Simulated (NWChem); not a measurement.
**C2H5N (N-methylmethanimine) at 4 levels**

Aim: a comparison of 4 runs (HF/STO-3G, HF/3-21G, B3LYP/6-31G*) of C2H5N (N-methylmethanimine). 

The results are computed with NWChem 7.3.0.

3 further runs of the same task are left out: 1 that didn't finish, 2 set aside as unsound or not needed.

### Step 1. The molecule

The species is C2H5N (8 atoms), meant as a singlet with charge 0. As SMILES, `C=NC`. Geometry: relaxed at PBE0-D4/def2-TZVP.

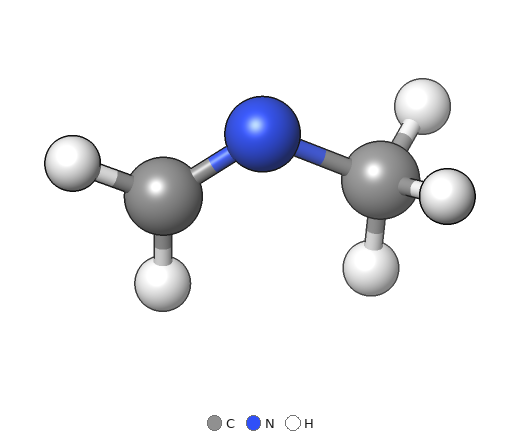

Viewed from a chosen angle; carbon grey, nitrogen blue, hydrogen white.

### Step 2. Energy and gradient at HF/STO-3G (run 1)

Contents of c2h5n.nw:

```
start c2h5n
memory 2200 mb

geometry units angstrom noautosym nocenter noautoz
 C     -0.710300     0.748600    -0.789300
 N      0.446000     0.313400    -0.558400
 C      0.623700    -0.564000     0.568100
 H     -1.585200     0.492200    -0.173900
 H     -0.872600     1.413800    -1.636900
 H     -0.302900    -0.759200     1.127700
 H      1.036200    -1.514100     0.218000
 H      1.365100    -0.130600     1.244700
end

basis spherical bse
 * library STO-3G
end

scf
 thresh 1e-08
 maxiter 80
 noprint "final vectors analysis"
end

task scf gradient
```

Started as:

```
$ nwchem c2h5n.nw > c2h5n.out
```

The log of the run:

```text
[...]
  functions       =    20
[...]
  wavefunction    = RHF
[...]
         Total SCF energy =   -131.404788069467
      One-electron energy =   -321.228961758483
      Two-electron energy =    117.310914135323
 Nuclear repulsion energy =     72.513259553693
        Time for solution =      0.4s
[...]
                         RHF ENERGY GRADIENTS
    atom               coordinates                        gradient
                 x          y          z           x          y          z
   1 C      -1.342272   1.414649  -1.491561    0.025653  -0.004262  -0.002168
   2 N       0.842818   0.592240  -1.055223   -0.019611  -0.019103   0.031824
   3 C       1.178622  -1.065805   1.073553   -0.002697   0.028075  -0.036965
   4 H      -2.995594   0.930123  -0.328623   -0.003070  -0.004088   0.006462
   5 H      -1.648975   2.671695  -3.093292    0.001653   0.000891  -0.001765
   6 H      -0.572398  -1.434680   2.131044   -0.006593  -0.000458   0.002746
   7 H       1.958134  -2.861234   0.411960    0.002180  -0.001109  -0.000524
   8 H       2.579665  -0.246798   2.352142    0.002486   0.000054   0.000390
[...]
```

Wall time 1.1 s (1 thread of Intel Xeon 6975P-C (Granite Rapids), shared host); peak memory 0.099 GiB.

### Step 3. Energy and forces at HF/3-21G (run 2)

Contents of c2h5n.nw:

```
start c2h5n
title "C2H5N gradient"
memory stack 880 mb heap 220 mb global 1100 mb

geometry units au noautosym nocenter noautoz
C   -1.34227247   1.41464898  -1.49156083
N    0.84281785   0.59224017  -1.05522307
C    1.17862218  -1.06580553   1.07355341
H   -2.99559385   0.93012320  -0.32862337
H   -1.64897502   2.67169479  -3.09329269
H   -0.57239804  -1.43468007   2.13104415
H    1.95813421  -2.86123433   0.41196030
H    2.57966513  -0.24679823   2.35214211
end

basis spherical bse
C library 3-21G
N library 3-21G
H library 3-21G
end

scf
thresh 1e-08
maxiter 80
print low
end

task scf gradient
```

Started as:

```
$ nwchem c2h5n.nw > c2h5n.out
```

The log of the run:

```text
[...]
  functions       =    37
[...]
  wavefunction    = RHF
[...]
         Total SCF energy =   -132.310655333387
      One-electron energy =   -321.403461490395
      Two-electron energy =    116.579551817721
 Nuclear repulsion energy =     72.513254339287
        Time for solution =      0.6s
[...]
                         RHF ENERGY GRADIENTS
    atom               coordinates                        gradient
                 x          y          z           x          y          z
   1 C      -1.342272   1.414649  -1.491561    0.003089  -0.006319   0.007530
   2 N       0.842818   0.592240  -1.055223    0.014658  -0.010647   0.009914
   3 C       1.178622  -1.065806   1.073553   -0.011956   0.018451  -0.021148
   4 H      -2.995594   0.930123  -0.328623   -0.008646  -0.003854   0.007845
   5 H      -1.648975   2.671695  -3.093293    0.000585   0.006690  -0.009241
   6 H      -0.572398  -1.434680   2.131044   -0.006806  -0.001083   0.003673
   7 H       1.958134  -2.861234   0.411960    0.003585  -0.005520  -0.002209
   8 H       2.579665  -0.246798   2.352142    0.005491   0.002282   0.003635
 Task  times  cpu:        0.7s     wall:        0.7s
 Total times  cpu:        0.7s     wall:        0.7s
```

It took 1.3 s on 1 thread of Intel Xeon 6975P-C (Granite Rapids), shared host; peak memory 0.096 GiB.

Run 3 isn't shown in full; the table further down has it.

### Step 4. Energy and forces at B3LYP/6-31G(d) (Cartesian functions) (run 4)

Contents of run.py:

```python
from ase import Atoms
from ase.calculators.nwchem import NWChem

mol = Atoms('CNCHHHHH', positions=[
    [-0.710300, 0.748600, -0.789300],
    [0.446000, 0.313400, -0.558400],
    [0.623700, -0.564000, 0.568100],
    [-1.585200, 0.492200, -0.173900],
    [-0.872600, 1.413800, -1.636900],
    [-0.302900, -0.759200, 1.127700],
    [1.036200, -1.514100, 0.218000],
    [1.365100, -0.130600, 1.244700],
])

calc = NWChem(
    label='calc',
    theory='dft',
    memory='2200 mb',
    basis='6-31G*',
    dft={'xc': 'b3lyp', 'mult': '1', 'grid': 'xfine', 'convergence': 'energy 1e-08', 'iterations': '100', 'mulliken': None},
)
mol.calc = calc

forces = mol.get_forces()
print(f"energy = {mol.get_potential_energy():.6f} eV")
print("forces (eV/A):")
for s, f in zip(mol.symbols, forces):
    print(f"{s:2s} {f[0]:10.5f} {f[1]:10.5f} {f[2]:10.5f}")
print("dipole (e A):", mol.get_dipole_moment().round(4))
```

Started as:

```
$ export ASE_NWCHEM_COMMAND="nwchem PREFIX.nwi > PREFIX.nwo"
$ python run.py
```

The log of the run:

```text
energy = -3644.748637 eV
forces (eV/A):
C    -0.51859    0.18743   -0.09061
N     0.63650   -0.00257   -0.19782
C     0.04618   -0.14156    0.17741
H    -0.12681    0.02772    0.00221
H    -0.05908    0.05780   -0.05831
H    -0.07801   -0.05770    0.10084
H     0.03250   -0.11282   -0.02335
H     0.06731    0.04165    0.08963
dipole (e A): [-0.229  -0.0727  0.1676]
```

The calculator wrote calc.nwi:

```
title "calc"

permanent_dir calc

scratch_dir calc

start calc

geometry units angstrom nocenter noautosym noautoz
  C  -7.1030000000000004e-01 7.4860000000000004e-01 -7.8930000000000000e-01
  N  4.4600000000000001e-01 3.1340000000000001e-01 -5.5840000000000001e-01
  C  6.2370000000000003e-01 -5.6399999999999995e-01 5.6810000000000005e-01
  H  -1.5851999999999999e+00 4.9220000000000003e-01 -1.7390000000000000e-01
  H  -8.7260000000000004e-01 1.4137999999999999e+00 -1.6369000000000000e+00
  H  -3.0290000000000000e-01 -7.5919999999999999e-01 1.1276999999999999e+00
  H  1.0362000000000000e+00 -1.5141000000000000e+00 2.1800000000000000e-01
  H  1.3651000000000000e+00 -1.3059999999999999e-01 1.2446999999999999e+00
end

memory 2200 mb

basis noprint
   * library 6-31G*
end

dft
  xc b3lyp
  mult 1
  grid xfine
  convergence energy 1e-08
  iterations 100
  mulliken
end

task dft gradient
```

calc.nwo:

```text
Northwest Computational Chemistry Package (NWChem) 7.3.0
             --------------------------------------------------------

           Job information
           ---------------

    nwchem branch   = 7.3.0
    use scalapack   = T
    input           = calc.nwi
    prefix          = calc.
    data base       = calc/calc.db
    status          = startup
    nproc           =        1

           Memory information
           ------------------

    heap     =     72089596 doubles =      550.0 Mbytes
    stack    =     72089601 doubles =      550.0 Mbytes
    global   =    144179200 doubles =     1100.0 Mbytes (distinct from heap & stack)
    total    =    288358397 doubles =     2200.0 Mbytes
    verify   = yes
    hardfail = no

[... 105 lines left out ...]
  convergence criterion.
[... 40 lines left out ...]
          Spatial weights used:  Erf1
[... 79 lines left out ...]
         Total DFT energy =     -133.942043011699
[... 3 lines left out ...]
 Nuclear repulsion energy =       72.513259553693
[... 454 lines left out ...]
          Convergence on gradient requested:  5.00D-04
[... 27 lines left out ...]
          total energy or number of iterations.
[... 26 lines left out ...]
                         DFT ENERGY GRADIENTS

    atom               coordinates                        gradient
                 x          y          z           x          y          z
   1 C      -1.342272   1.414649  -1.491561    0.010085  -0.003645   0.001762
   2 N       0.842818   0.592240  -1.055223   -0.012378   0.000050   0.003847
   3 C       1.178622  -1.065805   1.073553   -0.000898   0.002753  -0.003450
[... 4 lines of this table left out ...]
   8 H       2.579665  -0.246798   2.352142   -0.001309  -0.000810  -0.001743

                 ----------------------------------------
                 |  Time  |  1-e(secs)   |  2-e(secs)   |
                 ----------------------------------------
                 |  CPU   |       0.00   |       0.41   |
                 ----------------------------------------
                 |  WALL  |       0.00   |       0.41   |
                 ----------------------------------------

 Task  times  cpu:       17.2s     wall:       17.2s
 Total times  cpu:       17.2s     wall:       17.2s
```

Run time: 19 s. Hardware: 1 thread of Intel Xeon 6975P-C (Granite Rapids), shared host; peak memory 0.14 GiB.

### Step 5. Overview of the runs

```csv
run,level,iteration cap,module,energy (Eh),dipole moment (D),largest force (eV/Å),wall time
1,HF/STO-3G,80,scf,-131.404788,1.52,2.391,1.1 s
2,HF/3-21G,80,scf,-132.310655,–,1.569,1.3 s
3,B3LYP/6-31G* (spherical functions),100,dft,-133.939083,1.40,0.661,16 s
4,B3LYP/6-31G* (Cartesian functions),100,dft,-133.942043,1.41,0.667,19 s
```

### Step 6. Outcome

```
                       quantity          value
            run 4: total energy  -133.94204 Eh
           run 4: dipole moment         1.41 D
             run 4: HOMO energy       -6.82 eV
             run 4: LUMO energy        0.01 eV
           run 4: HOMO–LUMO gap        6.83 eV
run 4: largest force on an atom     0.667 eV/Å
```

**Reading.** Over runs 1, 3, 4 the dipole moment (its size) runs from 1.40 D (B3LYP/6-31G*) to 1.52 D (HF/STO-3G). The two ends differ in method and basis. In run 1 the basis is minimal, so the values are rough. All runs together took 37 s, the longest 19 s.
